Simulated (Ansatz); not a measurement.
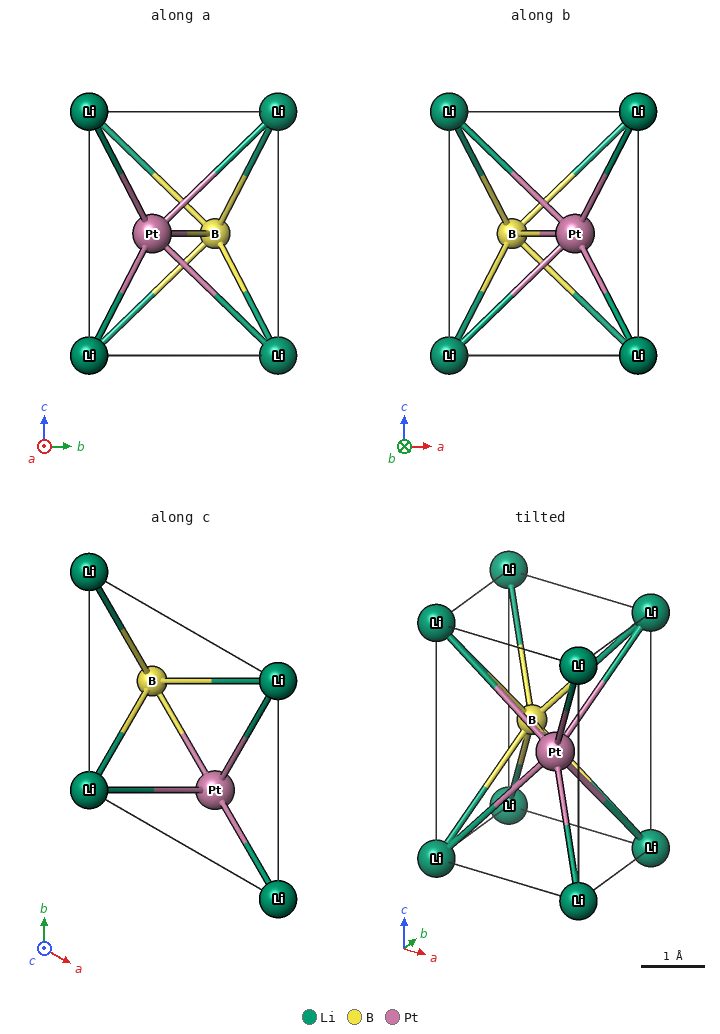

Ball-and-stick representation of a periodic structure, projected along the a axis, along the b axis, along the c axis and slightly off an axis. The lines enclose the conventional unit cell; boundary atoms appear with their images.

Lattice parameters: a = 3.5125 Å, b = 3.5125 Å, c = 3.9270 Å, α = 90.000°, β = 90.000°, γ = 120.000°.

Q: Give the structure in the form of a CIF in P1 with every atom of the cell.

A:
```cif
data_structure
_symmetry_space_group_name_H-M 'P 1'
_symmetry_Int_Tables_number 1
_cell_length_a 3.5125
_cell_length_b 3.5125
_cell_length_c 3.9270
_cell_angle_alpha 90.000
_cell_angle_beta 90.000
_cell_angle_gamma 120.000
_cell_volume 41.96
loop_
_atom_site_label
_atom_site_type_symbol
_atom_site_fract_x
_atom_site_fract_y
_atom_site_fract_z
_atom_site_occupancy
Li1 Li 0.0000 0.0000 0.0000 1
B1 B 0.3333 0.6667 0.5000 1
Pt1 Pt 0.6667 0.3333 0.5000 1
```

The structure comes from a structure type filled with these elements by a generator (whether the compound takes this form wasn't checked). The geometry was optimised with DFT PBE, scalar-relativistic, plane waves, PAW (Ansatz).
